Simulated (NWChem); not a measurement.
# GeH3Br (SMILES [GeH3][Br]): levels of theory compared

Aim: a comparison of 6 runs (HF/STO-3G, HF/def2-SVP, B3LYP/6-31G*, PBE0/cc-pVTZ, MP2/6-31G**) of GeH3Br. 

The results are computed with NWChem 7.3.0.

1 further run of the same task is left out (it didn't finish). Runs told in other sessions of the task aren't counted.

## Step 1: The system as given

GeH3Br has 5 atoms, charge 0, and is taken as a singlet. SMILES: `[GeH3][Br]`. The coordinates come from a PBE0-D4/def2-TZVP relaxation.

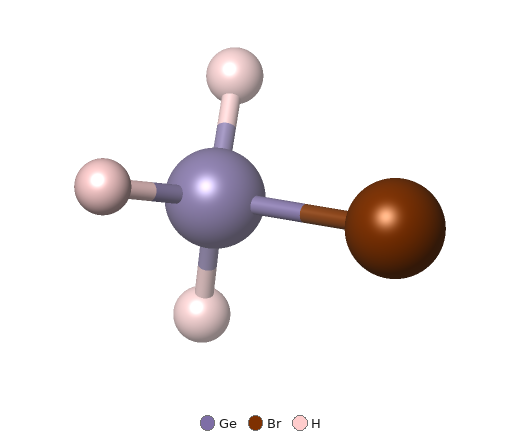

The structure, seen from a chosen angle (germanium purple, bromine brown, hydrogen pink).

## Step 2: Energy and forces at HF/STO-3G (run 1)

brgeh3.xyz

```xyz
5
BrGeH3
Ge     0.139040     0.013690    -0.129150
Br    -1.548450    -0.152490     1.438270
H      0.128210     1.452190    -0.655100
H     -0.172230    -0.995930    -1.238090
H      1.453450    -0.317450     0.584070
```

run.py

```python
from ase.io import read
from ase.calculators.nwchem import NWChem

atoms = read('brgeh3.xyz')

calc = NWChem(
    label='brgeh3',
    theory='scf',
    memory='2200 mb',
    basis='STO-3G',
    basispar='spherical bse',
    scf={'nopen': '0', 'rhf': None, 'thresh': '1e-08', 'maxiter': '80'},
)
atoms.calc = calc

forces = atoms.get_forces()
e = atoms.get_potential_energy()
print(f"E = {e:.6f} eV")
print("forces (eV/A):")
for s, f in zip(atoms.symbols, forces):
    print(f"{s:2s} {f[0]:10.5f} {f[1]:10.5f} {f[2]:10.5f}")
print("dipole (e A):", atoms.get_dipole_moment().round(4))
```

On the command line:

```
$ export ASE_NWCHEM_COMMAND="nwchem PREFIX.nwi > PREFIX.nwo"
$ python run.py
```

Standard output:

```text
E = -125123.863391 eV
forces (eV/A):
Ge    0.52862    0.05230   -0.49072
Br    0.52579    0.05178   -0.48841
H     0.08870   -1.84636    0.60832
H     0.47586    1.30828    1.35939
H    -1.61897    0.43405   -0.98854
dipole (e A): [ 0.3609  0.0355 -0.3353]
```

The calculator wrote brgeh3.nwi:

```
title "brgeh3"

permanent_dir brgeh3

scratch_dir brgeh3

start brgeh3

geometry units angstrom nocenter noautosym noautoz
  Ge 1.3904000000000000e-01 1.3690000000000001e-02 -1.2914999999999999e-01
  Br -1.5484500000000001e+00 -1.5248999999999999e-01 1.4382699999999999e+00
  H  1.2820999999999999e-01 1.4521900000000001e+00 -6.5510000000000002e-01
  H  -1.7222999999999999e-01 -9.9592999999999998e-01 -1.2380899999999999e+00
  H  1.4534499999999999e+00 -3.1745000000000001e-01 5.8406999999999998e-01
end

memory 2200 mb

basis spherical bse noprint
   * library STO-3G
end

scf
  nopen 0
  rhf
  thresh 1e-08
  maxiter 80
end

task scf gradient
```

brgeh3.nwo:

```text
Northwest Computational Chemistry Package (NWChem) 7.3.0
             --------------------------------------------------------

           Job information
           ---------------

    nwchem branch   = 7.3.0
    use scalapack   = T
    input           = brgeh3.nwi
    prefix          = brgeh3.
    data base       = brgeh3/brgeh3.db
    status          = startup
    nproc           =        1

           Memory information
           ------------------

    heap     =     72089596 doubles =      550.0 Mbytes
    stack    =     72089601 doubles =      550.0 Mbytes
    global   =    144179200 doubles =     1100.0 Mbytes (distinct from heap & stack)
    total    =    288358397 doubles =     2200.0 Mbytes
    verify   = yes
    hardfail = no

[... 127 lines left out ...]
 Convergence threshold     :          1.000E-08
[... 12 lines left out ...]
       Final RHF  results
[... 3 lines left out ...]
      One-electron energy =  -7060.989829058084
[... 1 line left out ...]
 Nuclear repulsion energy =    308.239813939444
[... 47 lines left out ...]
                       ROHF Final Molecular Orbital Analysis
[... 173 lines left out ...]
    atom               coordinates                        gradient
                 x          y          z           x          y          z
   1 Ge      0.262748   0.025870  -0.244058   -0.010280  -0.001017   0.009543
   2 Br     -2.926146  -0.288164   2.717936   -0.010225  -0.001007   0.009498
   3 H       0.242282   2.744241  -1.237959   -0.001725   0.035906  -0.011830
   4 H      -0.325468  -1.882035  -2.339651   -0.009254  -0.025442  -0.026436
   5 H       2.746622  -0.599894   1.103732    0.031484  -0.008441   0.019224

                 ----------------------------------------
                 |  Time  |  1-e(secs)   |  2-e(secs)   |
                 ----------------------------------------
                 |  CPU   |       0.00   |       1.28   |
                 ----------------------------------------
                 |  WALL  |       0.00   |       1.28   |
                 ----------------------------------------

 Task  times  cpu:        3.5s     wall:        3.5s
 Total times  cpu:        3.6s     wall:        3.6s
```

It took 4.8 s on 1 thread of Intel Xeon at 2.60GHz (Ice Lake), shared host; peak memory 0.1 GiB.

## Step 3: Energy and forces at HF/def2-SVP (run 2)

struct.xyz

```xyz
5

Ge     0.139040     0.013690    -0.129150
Br    -1.548450    -0.152490     1.438270
H      0.128210     1.452190    -0.655100
H     -0.172230    -0.995930    -1.238090
H      1.453450    -0.317450     0.584070
```

run.py: that of step 2 with these lines changed.

```diff
@@ -3,9 +3,9 @@
 
-atoms = read('brgeh3.xyz')
+atoms = read('struct.xyz')
 
 calc = NWChem(
-    label='brgeh3',
+    label='struct',
     theory='scf',
     memory='2200 mb',
-    basis='STO-3G',
+    basis='def2-SVP',
     basispar='spherical bse',
@@ -16,4 +16,3 @@
 forces = atoms.get_forces()
-e = atoms.get_potential_energy()
-print(f"E = {e:.6f} eV")
+print("Total energy (eV):", round(atoms.get_potential_energy(), 6))
 print("forces (eV/A):")
```

On the command line:

```
$ export ASE_NWCHEM_COMMAND="nwchem PREFIX.nwi > PREFIX.nwo"
$ python run.py
```

Standard output:

```text
Total energy (eV): -126505.35589
forces (eV/A):
Ge    0.21062    0.02098   -0.19535
Br   -0.19407   -0.01908    0.18023
H     0.02129   -0.11087    0.02227
H     0.04484    0.08104    0.06783
H    -0.08264    0.02797   -0.07497
dipole (e A): [ 0.3302  0.0325 -0.3067]
```

The calculator wrote struct.nwi:

```
title "struct"

permanent_dir struct

scratch_dir struct

start struct

geometry units angstrom nocenter noautosym noautoz
  Ge 1.3904000000000000e-01 1.3690000000000001e-02 -1.2914999999999999e-01
  Br -1.5484500000000001e+00 -1.5248999999999999e-01 1.4382699999999999e+00
  H  1.2820999999999999e-01 1.4521900000000001e+00 -6.5510000000000002e-01
  H  -1.7222999999999999e-01 -9.9592999999999998e-01 -1.2380899999999999e+00
  H  1.4534499999999999e+00 -3.1745000000000001e-01 5.8406999999999998e-01
end

memory 2200 mb

basis spherical bse noprint
   * library def2-SVP
end

scf
  nopen 0
  rhf
  thresh 1e-08
  maxiter 80
end

task scf gradient
```

struct.nwo:

```text
Northwest Computational Chemistry Package (NWChem) 7.3.0
             --------------------------------------------------------

           Job information
           ---------------

    nwchem branch   = 7.3.0
    use scalapack   = T
    input           = struct.nwi
    prefix          = struct.
    data base       = struct/struct.db
    status          = startup
    nproc           =        1

           Memory information
           ------------------

    heap     =     72089596 doubles =      550.0 Mbytes
    stack    =     72089601 doubles =      550.0 Mbytes
    global   =    144179200 doubles =     1100.0 Mbytes (distinct from heap & stack)
    total    =    288358397 doubles =     2200.0 Mbytes
    verify   = yes
    hardfail = no

[... 127 lines left out ...]
 Convergence threshold     :          1.000E-08
[... 12 lines left out ...]
       Final RHF  results
[... 3 lines left out ...]
      One-electron energy =  -7094.448417841693
[... 1 line left out ...]
 Nuclear repulsion energy =    308.239813939444
[... 53 lines left out ...]
                       ROHF Final Molecular Orbital Analysis
[... 213 lines left out ...]
    atom               coordinates                        gradient
                 x          y          z           x          y          z
   1 Ge      0.262748   0.025870  -0.244058   -0.004096  -0.000408   0.003799
   2 Br     -2.926146  -0.288164   2.717936    0.003774   0.000371  -0.003505
   3 H       0.242282   2.744241  -1.237959   -0.000414   0.002156  -0.000433
   4 H      -0.325468  -1.882035  -2.339651   -0.000872  -0.001576  -0.001319
   5 H       2.746622  -0.599894   1.103732    0.001607  -0.000544   0.001458

                 ----------------------------------------
                 |  Time  |  1-e(secs)   |  2-e(secs)   |
                 ----------------------------------------
                 |  CPU   |       0.01   |       5.23   |
                 ----------------------------------------
                 |  WALL  |       0.01   |       5.23   |
                 ----------------------------------------

 Task  times  cpu:       19.2s     wall:       19.2s
 Total times  cpu:       19.3s     wall:       19.3s
```

Run time: 20 s. Hardware: 1 thread of Intel Xeon at 2.60GHz (Ice Lake), shared host; peak memory 0.1 GiB.

Runs 3 to 4 aren't shown in full; the table further down has their settings and results.

## Step 4: Energy and forces at PBE0/cc-pVTZ (run 5)

run.py

```python
from ase import Atoms
from ase.calculators.nwchem import NWChem

system = Atoms(['Ge', 'Br', 'H', 'H', 'H'], positions=[
    [0.139040, 0.013690, -0.129150],
    [-1.548450, -0.152490, 1.438270],
    [0.128210, 1.452190, -0.655100],
    [-0.172230, -0.995930, -1.238090],
    [1.453450, -0.317450, 0.584070],
])

calc = NWChem(
    label='calc',
    theory='dft',
    memory='2200 mb',
    basis='cc-pVTZ',
    basispar='spherical bse',
    dft={'xc': 'pbe0', 'mult': '1', 'grid': 'fine', 'convergence': 'energy 1e-08', 'iterations': '100', 'mulliken': None},
)
system.calc = calc

forces = system.get_forces()
print("Total energy (eV):", round(system.get_potential_energy(), 6))
print("forces (eV/A):")
for s, f in zip(system.symbols, forces):
    print(f"{s:2s} {f[0]:10.5f} {f[1]:10.5f} {f[2]:10.5f}")
print("dipole (e A):", system.get_dipole_moment().round(4))
```

On the command line:

```
$ export ASE_NWCHEM_COMMAND="nwchem PREFIX.nwi > PREFIX.nwo"
$ python run.py
```

Standard output:

```text
Total energy (eV): -126601.384083
forces (eV/A):
Ge    0.04109    0.00427   -0.03790
Br   -0.02695   -0.00262    0.02499
H     0.00031   -0.02139    0.00761
H     0.00473    0.01481    0.01604
H    -0.01923    0.00494   -0.01080
dipole (e A): [ 0.2907  0.0286 -0.27  ]
```

The calculator wrote calc.nwi:

```
title "calc"

permanent_dir calc

scratch_dir calc

start calc

geometry units angstrom nocenter noautosym noautoz
  Ge 1.3904000000000000e-01 1.3690000000000001e-02 -1.2914999999999999e-01
  Br -1.5484500000000001e+00 -1.5248999999999999e-01 1.4382699999999999e+00
  H  1.2820999999999999e-01 1.4521900000000001e+00 -6.5510000000000002e-01
  H  -1.7222999999999999e-01 -9.9592999999999998e-01 -1.2380899999999999e+00
  H  1.4534499999999999e+00 -3.1745000000000001e-01 5.8406999999999998e-01
end

memory 2200 mb

basis spherical bse noprint
   * library cc-pVTZ
end

dft
  xc pbe0
  mult 1
  grid fine
  convergence energy 1e-08
  iterations 100
  mulliken
end

task dft gradient
```

calc.nwo:

```text
Northwest Computational Chemistry Package (NWChem) 7.3.0
             --------------------------------------------------------

           Job information
           ---------------

    nwchem branch   = 7.3.0
    use scalapack   = T
    input           = calc.nwi
    prefix          = calc.
    data base       = calc/calc.db
    status          = startup
    nproc           =        1

           Memory information
           ------------------

    heap     =     72089596 doubles =      550.0 Mbytes
    stack    =     72089601 doubles =      550.0 Mbytes
    global   =    144179200 doubles =     1100.0 Mbytes (distinct from heap & stack)
    total    =    288358397 doubles =     2200.0 Mbytes
    verify   = yes
    hardfail = no

[... 98 lines left out ...]
  convergence criterion.
[... 39 lines left out ...]
          Spatial weights used:  Erf1
[... 72 lines left out ...]
         Total DFT energy =    -4652.515089431759
[... 3 lines left out ...]
 Nuclear repulsion energy =      308.239813939444
[... 986 lines left out ...]
          Convergence on gradient requested:  5.00D-04
[... 26 lines left out ...]
          total energy or number of iterations.
[... 28 lines left out ...]
    atom               coordinates                        gradient
                 x          y          z           x          y          z
   1 Ge      0.262748   0.025870  -0.244058   -0.000799  -0.000083   0.000737
   2 Br     -2.926146  -0.288164   2.717936    0.000524   0.000051  -0.000486
   3 H       0.242282   2.744241  -1.237959   -0.000006   0.000416  -0.000148
   4 H      -0.325468  -1.882035  -2.339651   -0.000092  -0.000288  -0.000312
   5 H       2.746622  -0.599894   1.103732    0.000374  -0.000096   0.000210

                 ----------------------------------------
                 |  Time  |  1-e(secs)   |  2-e(secs)   |
                 ----------------------------------------
                 |  CPU   |       0.02   |     278.71   |
                 ----------------------------------------
                 |  WALL  |       0.02   |     278.71   |
                 ----------------------------------------

 Task  times  cpu:      583.3s     wall:      583.3s
 Total times  cpu:      583.3s     wall:      583.3s
```

Wall time 9.7 min (1 thread of Intel Xeon at 2.60GHz (Ice Lake), shared host); peak memory 0.14 GiB.

## Step 5: Energy and gradient at MP2/6-31G(d,p) (spherical functions) (run 6)

nw.nw

```
start nw
title "BrGeH3"
memory stack 880 mb heap 220 mb global 1100 mb
charge 0
geometry units angstroms noautosym nocenter noautoz
Ge       0.139040       0.013690      -0.129150
Br      -1.548450      -0.152490       1.438270
H        0.128210       1.452190      -0.655100
H       -0.172230      -0.995930      -1.238090
H        1.453450      -0.317450       0.584070
end
basis spherical bse
* library 6-31G**
end
scf
thresh 1e-08
maxiter 80
end
mp2
freeze core 18
tight
end
task mp2 gradient
```

On the command line:

```
$ nwchem nw.nw > nw.out
```

Standard output:

```text
[...]
  functions       =    79
[...]
  wavefunction    = RHF
[...]
         Total SCF energy =  -4648.961102759346
      One-electron energy =  -7093.150823941203
      Two-electron energy =   2135.949907242413
 Nuclear repulsion energy =    308.239813939444
        Time for solution =     20.7s
[...]
          Total MP2 energy         -4649.476455395227
[...]
                         mp2 ENERGY GRADIENTS
    atom               coordinates                        gradient
                 x          y          z           x          y          z
   1 Ge      0.262748   0.025870  -0.244058   -0.004121  -0.000410   0.003823
   2 Br     -2.926146  -0.288164   2.717936    0.002001   0.000197  -0.001858
   3 H       0.242282   2.744241  -1.237959   -0.000233   0.003938  -0.001258
   4 H      -0.325468  -1.882035  -2.339651   -0.001059  -0.002794  -0.002858
   5 H       2.746622  -0.599894   1.103732    0.003411  -0.000930   0.002151
[...]
```

Run time: 65 s. Hardware: 1 thread of Intel Xeon at 2.60GHz (Ice Lake), shared host; peak memory 0.23 GiB.

## Step 6: All runs side by side

```csv
run,level,iteration cap,module,energy (Eh),dipole moment (D),HOMO energy (eV),LUMO energy (eV),wall time
1,HF/STO-3G,80,scf,-4598.217205,2.37,-8.23,8.63,4.8 s
2,HF/def2-SVP,80,scf,-4648.986118,2.17,-11.12,3.02,20 s
3,B3LYP/6-31G* (spherical functions),100,dft,-4652.470194,2.11,-7.86,-0.89,30 s
4,B3LYP/6-31G* (Cartesian functions),100,dft,-4652.483858,2.10,–,–,31 s
5,PBE0/cc-pVTZ,100,dft,-4652.515089,1.91,-8.26,-0.69,9.7 min
6,MP2/6-31G** (spherical functions),80,mp2,-4649.476455,2.25,-11.11,2.41,65 s
```

## Step 7: Outcome

| quantity | value |
| --- | --- |
| run 6: total energy | -4649.47646 Eh |
| run 6: dipole moment (of the density that the program reports) | 2.25 D |
| run 6: HOMO energy (Hartree–Fock orbitals) | -11.11 eV |
| run 6: LUMO energy (Hartree–Fock orbitals) | 2.41 eV |
| run 6: HOMO–LUMO gap (Hartree–Fock orbitals) | 13.52 eV |
| run 6: correlation energy (18 core orbitals frozen) | -515.4 mEh |
| run 6: largest force on an atom | 0.290 eV/Å |

The dipole moment (its size) runs from 1.91 D (PBE0/cc-pVTZ) to 2.37 D (HF/STO-3G). The two ends differ in method and basis. Over runs 1, 2, 3, 5 the HOMO–LUMO gap runs from 6.97 eV (B3LYP/6-31G*) to 16.86 eV (HF/STO-3G). Totals of different functionals can't be ranked against each other. In run 1 the basis is minimal, so the values are rough. All runs together took 12 min, the longest 9.7 min.
